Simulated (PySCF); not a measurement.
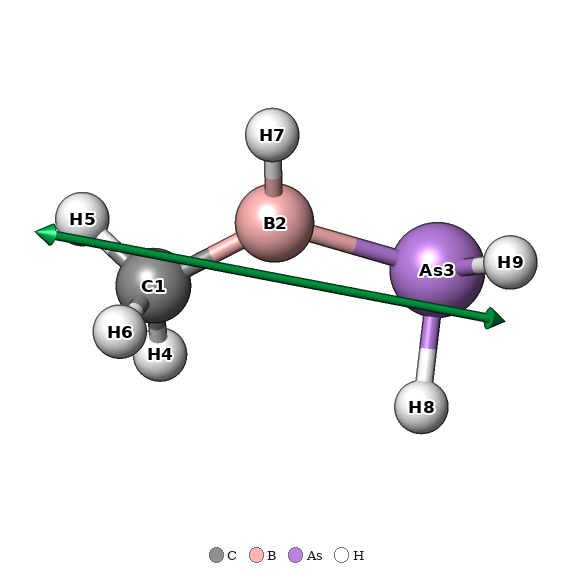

The double arrow shows the direction of the transition dipole to excited singlet state 7 (its length means nothing). Computed geometry: PBE0-D3(BJ)/def2-SVP optimisation. No frequency run is at hand to confirm it as a minimum. Method: TDDFT PBE0/def2-TZVPD, vertical, gas phase, core orbitals frozen in the response (PySCF 2.14.0).

### How is the transition polarised?

Nearly parallel to the B2–As3 bond.

### Give its energy, strength and character.

7.25 eV (171 nm), oscillator strength 0.21, mainly HOMO → LUMO+4 (weight 0.68); transition dipole 2.74 D.
